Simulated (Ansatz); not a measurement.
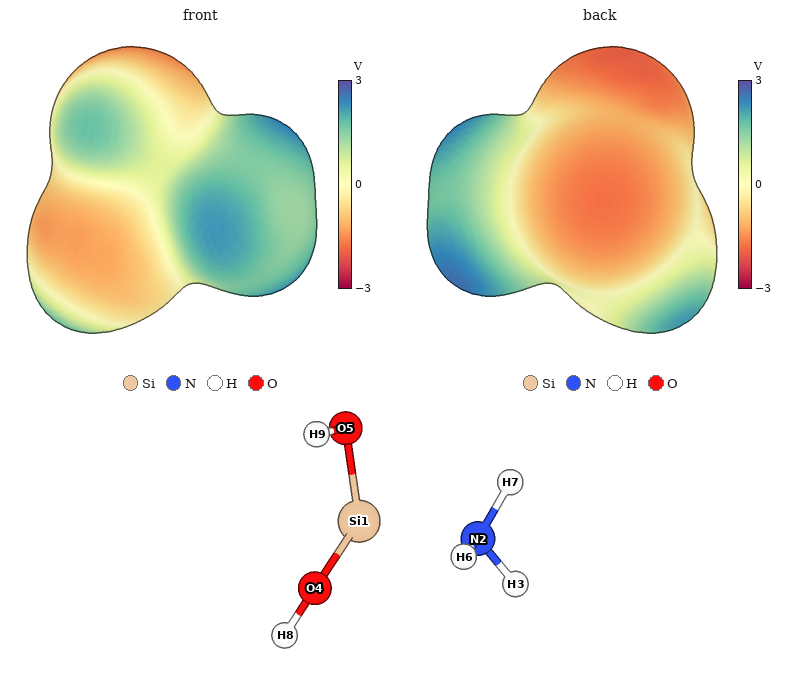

Figure. H$_{2}$O$_{2}$Si···NH$_{3}$. The molecular electrostatic potential painted on the density surface at 0.002 e/bohr³, seen from the front and from behind; the colour scale runs from red (negative) to blue (positive). The bare structure is drawn below in the same view.

The product side of a reaction path; geometry: PBE0-D4/def2-TZVP.

All numbers below come from RKS PBE0-D4/def2-TZVPP (Ansatz 0.2.0).

```yaml
atoms:
  - { symbol: Si, position_ang: [-1.1688, 0.0239, -0.0097] }
  - { symbol: N, position_ang: [0.6414, -1.0617, -0.1124] }
  - { symbol: H, position_ang: [0.6528, -1.8932, 0.4677] }
  - { symbol: O, position_ang: [-0.4304, 1.0292, 1.1535] }
  - { symbol: O, position_ang: [-0.7283, 0.8751, -1.3917] }
  - { symbol: H, position_ang: [1.3672, -0.4262, 0.2088] }
  - { symbol: H, position_ang: [0.8272, -1.3233, -1.0748] }
  - { symbol: H, position_ang: [-0.9284, 1.0962, 1.9691] }
  - { symbol: H, position_ang: [-0.2326, 1.6800, -1.2106] }
```

**Describe the electrostatic potential map.**

The most negative region (about −1.9 V) lies over O5, the most positive (about +2.5 V) over H3. O5 is the likeliest acceptor of a hydrogen bond.
